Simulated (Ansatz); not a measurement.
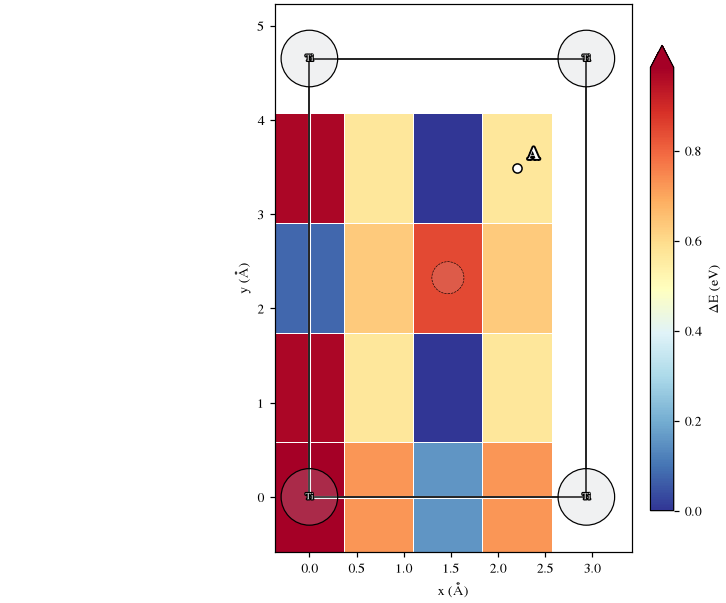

H on a Ti(100) slab cut from the P6_3/mmc phase, its upper half relaxed before the scan (12 atoms of substrate and one adsorbate in a 2 × 1 cell). 
- H is moved over the surface cell; relaxed at each place: the height of the adsorbate's atoms; substrate rigid; the origin of the map has the adsorbate above Ti11.
- Places are given modulo a cell vector. The map is drawn in real space over the plane of the surface.
- The scan uses a 4 × 4 grid; 9 points were computed and 7 follow by symmetry.
- Places are given in fractions of the 1 × 1 surface cell.
- Energies: eV, counted from the lowest grid point.
- The relaxed height changes by up to 0.9 Å between neighbouring points.
- Level of theory: DFT PBE, scalar-relativistic, plane waves, PAW in Ansatz 0.2.0. Settings: cutoff 420 eV, k-mesh 5×6×1, gaussian smearing 0.1 eV, no spin polarisation.

Drawn: one coloured cell a grid point, labelled circles for the atoms of the top layer and small ones for the second layer, the outline of one cell of the plane, one colour for all values above the top of the scale, the point A.

> Which way does the force act at A, and how strong is it?

A, at (3/4, 3/4) of the cell vectors, is not a stationary point. The computed force is 1.3 eV/Å in the plane, pointing down and left in the picture (components −1.0 and −0.7 eV/Å).

PAW datasets: the set soft_1.
